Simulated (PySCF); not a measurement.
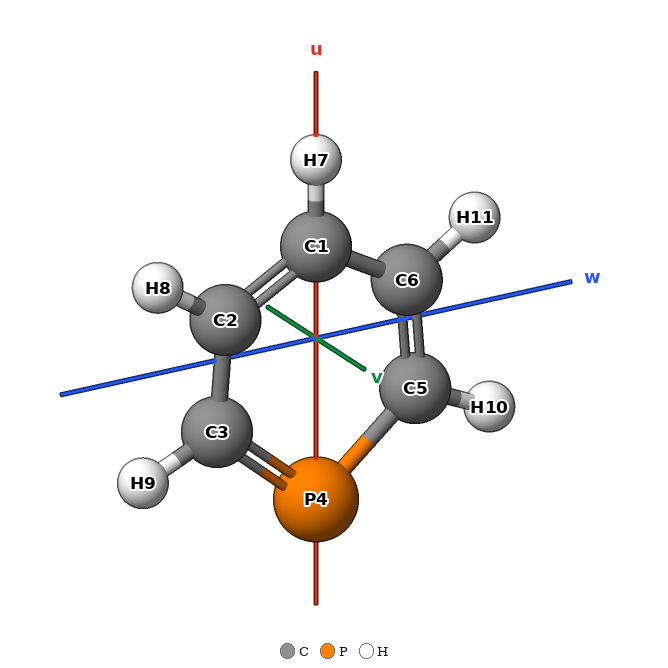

The lines u, v and w are the principal axes of the static dipole polarisability. The geometry was computed by an optimisation with GFN2-xTB. No frequency run is at hand to confirm it as a minimum. Level of theory: CAM-B3LYP/def2-SVPD (PySCF 2.14.0).

Along which axis is the molecule most polarisable, and along which least?

Most along u (in the molecular plane, nearly parallel to the C5–C6 bond), least along v (normal to the molecular plane).

Give the three principal values.

u 99.0, v 50.1, w 88.9 bohr³; mean 79.3, anisotropy 44.7 bohr³.

The geometry is semi-empirical. Around P such bond lengths and angles can be off by a tenth of an ångström or more and by several degrees, and values that hang on the shape move with them.
